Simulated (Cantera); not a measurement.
Feed: 1 mol SiC, 0.034 mol CO2, 6.1 mol H2, 0.02 mol N2O, equilibrated at 1 atm.

Equilibrium computed with Cantera from the NASA thermochemical tables; the gas is ideal and each condensed phase is pure. Candidate condensed phases: C, C6H6, C7H8, C8H18, H2O, Si, SiC, SiO2, Si2N2O, Si3N4; 151 gas species. Mutual solubility and eutectic melting of coexisting phases are not modelled. The tables hold silica as quartz up to 1696 K and as liquid above; real silica turns to tridymite and cristobalite and melts near 1996 K. Gases not in the tables: Si2H6 and higher silanes. Equilibrium is a limit: real reactors are often held back by kinetics, nucleation or transport.

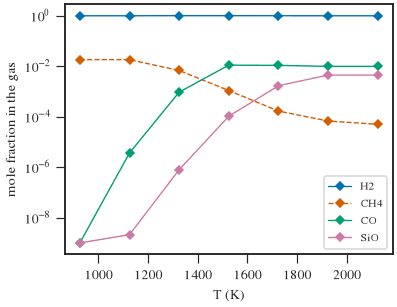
Figure. Equilibrium gas composition (values under 1e-9 drawn at 1e-9)

From 925 K to 1125 K the condensed part is SiC(s) + SiO2(β-quartz) + Si2N2O(s). At 1325 K the condensed part is C(graphite) + SiC(s) + SiO2(β-quartz) + Si2N2O(s). At 1525 K the condensed part is SiC(s) + SiO2(β-quartz) + Si2N2O(s). At 1725 K the condensed part is SiC(s) + Si2N2O(s). From 1925 K to 2125 K the condensed part is SiC(s).
